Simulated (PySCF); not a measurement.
```xyz
14

Nb    0.0035   -0.0007    0.4834
S     0.0182   -0.0085    2.6210
C     2.0308   -0.0099   -0.1736
H     2.6092    0.8346    0.2373
H     2.0403    0.0562   -1.2790
H     2.5389   -0.9425    0.1282
C    -1.0148    1.7628   -0.1471
H    -2.0629    1.7655    0.1992
H    -1.0074    1.7924   -1.2541
H    -0.5319    2.6777    0.2360
C    -1.0205   -1.7576   -0.1562
H    -2.0705   -1.7531    0.1839
H    -0.5458   -2.6764    0.2275
H    -1.0065   -1.7841   -1.2633
```

Geometry: PBE0-D3(BJ)/def2-SVP; core potentials replace the inner electrons of Nb.

These are results of wB97X-D/def2-SVPD, SCF density, gas phase, scalar-relativistic core potentials on the heavy atoms (PySCF), not measurements.

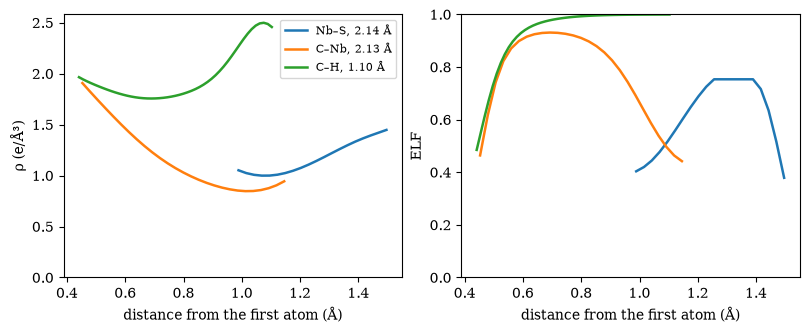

C₃H₉NbS. Electron density and ELF along straight lines between neighbouring atoms. The curves leave out the atomic cores.

> Compare the contacts.

Nb–S (2.14 Å): ρ is about 1 e/Å³ halfway; the ELF peaks at about 0.75 in the valence shell of S, 0.9 Å from its nucleus, and is about 0.50 at the midpoint.
C–Nb (2.13 Å): ρ is about 0.86 e/Å³ halfway; the ELF peaks at about 0.95 in the valence shell of C, 0.7 Å from its nucleus, and is about 0.55 at the midpoint.
C–H (1.10 Å): ρ is about 1.8 e/Å³ halfway; the ELF climbs to about 1 towards the hydrogen, as it does in any bond to H; a covalent bond by its length.
